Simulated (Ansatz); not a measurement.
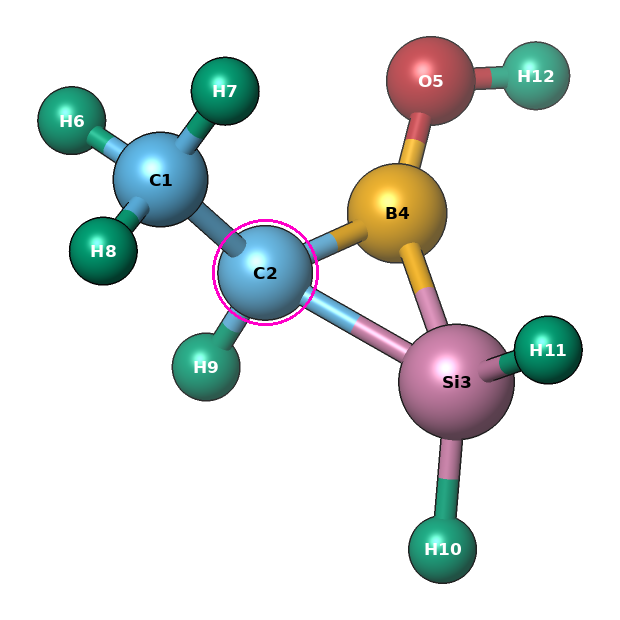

Depth is shown by fading: the farther an atom, the more it takes the colour of the background. Circles mark the stereogenic atoms. The geometry was computed by an optimisation with PBE0-D4/def2-TZVP. No frequency run is at hand to confirm it as a minimum.

Question: Give the R/S and E/Z labels.

Answer: C2: R (priorities Si3 > C1 > B4 > H9).
